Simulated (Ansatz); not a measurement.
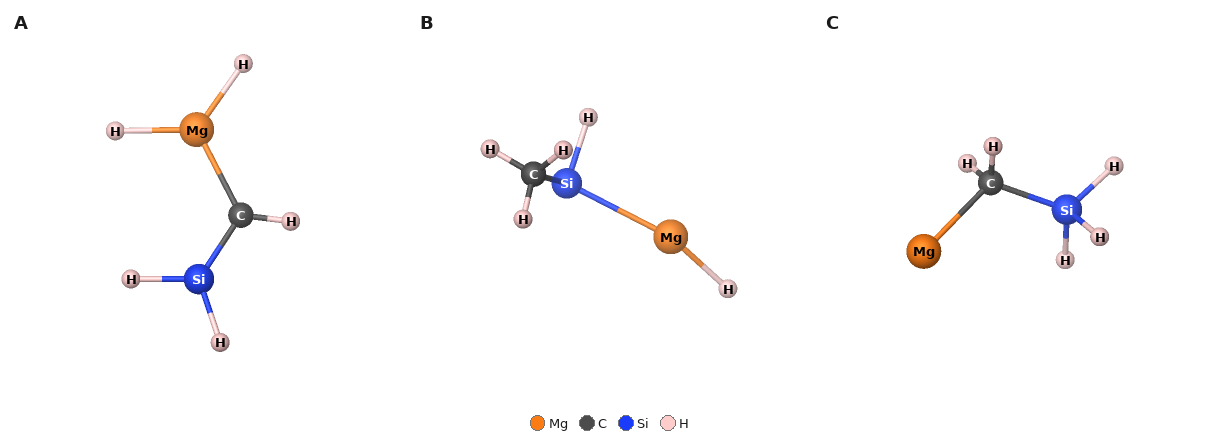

3 stationary structures of one formula. Charge −1, singlet. Geometries: PBE-D4/def2-SVPD. Electronic energies: PBE-D4/def2-SVPD (Ansatz 0.2.0), without zero-point energy. No frequency run is at hand to confirm each as a minimum. Each is one conformer, not always the lowest.

Question: Which is lowest in energy, and by how much?

Answer: C is lowest (Cs); B lies 0.436 eV above it (C1), A lies 1.561 eV above it.
